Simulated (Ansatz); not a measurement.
CH₇BN₂Te: several calculations on one system

## 1. Relaxation

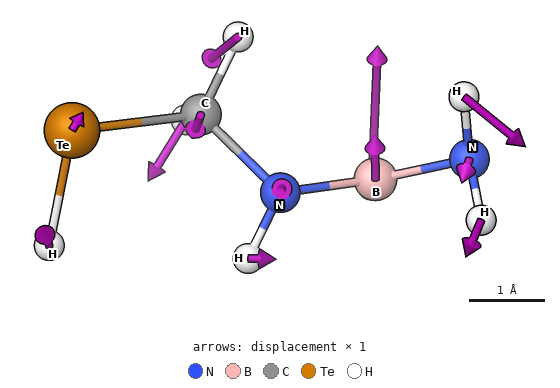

This is a relaxation of CH7BN2Te. The starting structure is drawn; purple arrows show the displacements, at their true length. The two geometries are superimposed by the best rigid fit.

A ball-and-stick model, seen face on.

The run prepares an end point of a later path (inversion) calculation, from a guessed geometry.

The calculation used Ansatz 0.2.0, RKS r2SCANh-D4/def2-SVP. Settings: no spin polarisation; force threshold 0.015 eV/Å; at most 40 steps.

Question: What happened in the run?

Answer: The atom that moves furthest after the best rigid fit is an H atom (2.38 Å). By element the largest moves are H 2.38 Å, B 0.78 Å, C 0.62 Å, N 0.55 Å, Te 0.30 Å. Some distances before and after: C–Te 2.074 → 2.243 Å, C–N 1.535 → 1.410 Å, B–N 1.505 → 1.424 Å, H–N 1.090 → 1.010 Å. Among the angles between lasting bonds that change: B–N–H 107.2° → 124.6°, B–N–C 112.0° → 125.2°, H–N–H 102.7° → 113.5°. The energy falls by 2.612 eV in 29 accepted moves (34 points after the start). Largest force component: 3.8 eV/Å at the start, 0.0065 eV/Å at the end. The line search rejected the trial steps at points 17, 20, 23, 29, 33 of the run. The forces were under the threshold at step 30, but the run went on from there. The run took 3.1 min on 2 threads of Arm Neoverse V2, on a shared host, peak memory 0.32 GiB.

## 2. Relaxation

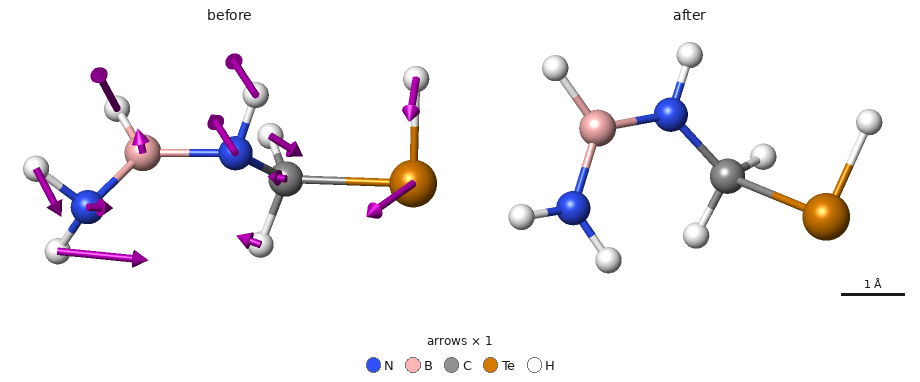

The structure of CH7BN2Te before (left) and after (right) a relaxation, at one scale. The purple arrows give the displacements, at their true length.

The picture is a ball-and-stick view, seen at a tilt.

The run prepares an end point of a later path (inversion) calculation, from a guessed geometry.

Method: Ansatz, RKS r2SCANh-D4/def2-SVP.

Input
```yaml
crystal:
  periodic: [false, false, false]
  atoms:
    - { symbol: "N", position_ang: [-2.4112, 0.3429, 0.2129] }
    - { symbol: B, position_ang: [-1.2337, -0.3567, -0.2995] }
    - { symbol: "N", position_ang: [0.0971, 0.346, -0.3341] }
    - { symbol: C, position_ang: [1.1526, -0.3798, 0.5121] }
    - { symbol: Te, position_ang: [2.9635, 0.6302, 0.5148] }
    - { symbol: H, position_ang: [-2.79638, -0.118, 1.06657] }
    - { symbol: H, position_ang: [-3.21066, 0.20561, -0.51536] }
    - { symbol: H, position_ang: [-1.2941, -1.4519, -0.6845] }
    - { symbol: H, position_ang: [0.4765, 0.325, -1.2652] }
    - { symbol: H, position_ang: [1.2472, -1.4186, 0.1481] }
    - { symbol: H, position_ang: [0.7066, -0.441, 1.5879] }
    - { symbol: H, position_ang: [3.1561, 0.3837, -1.1578] }
basis:
  gaussian: { orbitals: def2-SVP }
hamiltonian:
  xc: r2scanh
  dispersion: d4
relax:
  f_tol: 0.015
  max_steps: 40
```

Launched with:
```bash
ansatz run input.yaml --threads 2 --pin off --max-ram 3072MiB --backend cpu --events-out ev --progress --plain --runs-dir out
```

What changed between the two?

After 25 accepted moves (29 points after the start) the energy has fallen by 2.692 eV. The largest force component goes from 3.8 to 0.0057 eV/Å. The line search rejected the trial steps at points 14, 20, 23, 27 of the run. The atom that moves furthest after the best rigid fit is H9 (1.52 Å). By element the largest moves are H 1.52 Å, Te 1.30 Å, N 1.21 Å, B 0.41 Å, C 0.34 Å. Some distances before and after: C4–Te5 2.074 → 2.252 Å, N3–C4 1.535 → 1.407 Å, N1–H7 1.090 → 1.008 Å, B2–N3 1.505 → 1.428 Å. Bond angles that change, for instance: B2–N3–C4 112.0° → 126.4°, B2–N1–H7 107.2° → 121.6°, B2–N1–H6 111.9° → 124.5°. Cost: 2.7 min on 2 threads of Arm Neoverse V2 (shared host), peak memory 0.32 GiB.

## 3. Path

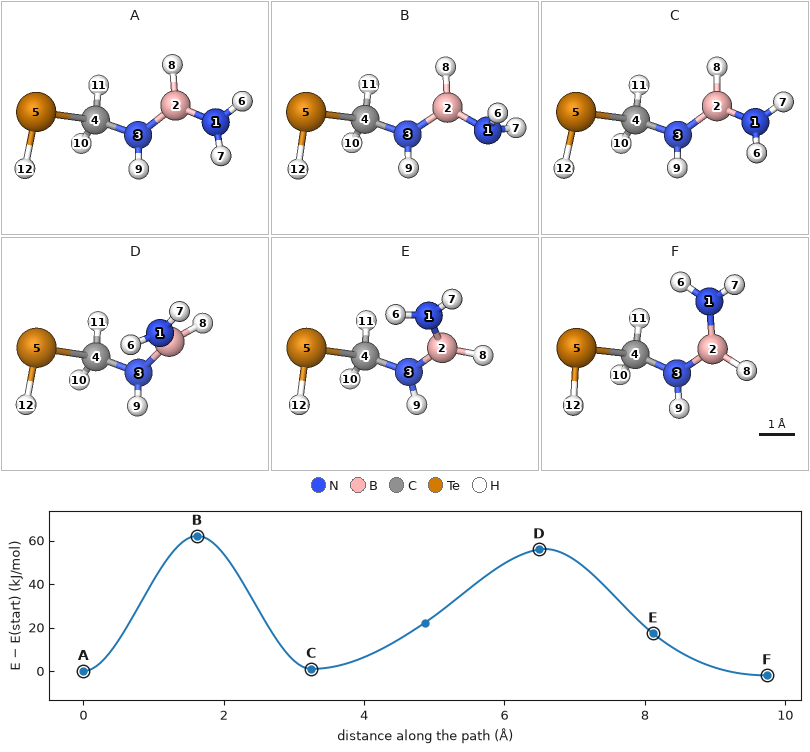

A search for the minimum-energy path of CH₇BN₂Te by the nudged elastic band. Images are numbered from 0 (start) to 6 (end). Frames A to F are images 0, 1, 2, 4, 5, 6. Style: ball-and-stick. Shown at a tilt.

Theory: RKS r2SCANh-D4/def2-SVP (Ansatz 0.2.0). Run with 5 movable images; climbing image; force threshold 0.05 eV/Å; iteration limit 46; starting path by image-dependent pair potential.

### Read off the barrier and say what moves.

Forward barrier 62.1 kJ/mol, backward barrier 64.1 kJ/mol, with image 1 at the top; the reaction energy is −1.9 kJ/mol. The profile has 2 maxima (images 1, 4) with a dip at image 2 (+1.0 kJ/mol), so the process runs in steps. The path has more than one stage, and so few images may leave a stage unresolved. No bond forms or breaks between the ends. Among the angles between lasting bonds that change up to the highest image: B2–N1–H7 124.6° → 110.3°, B2–N1–H6 121.9° → 110.3°. The band converged in 22 iterations. The largest component of the band force went from 1.4 to 0.048 eV/Å. The climbing image converged on the top of the path. Its vibrational analysis gives one imaginary mode (397i cm⁻¹), as a transition state must have.
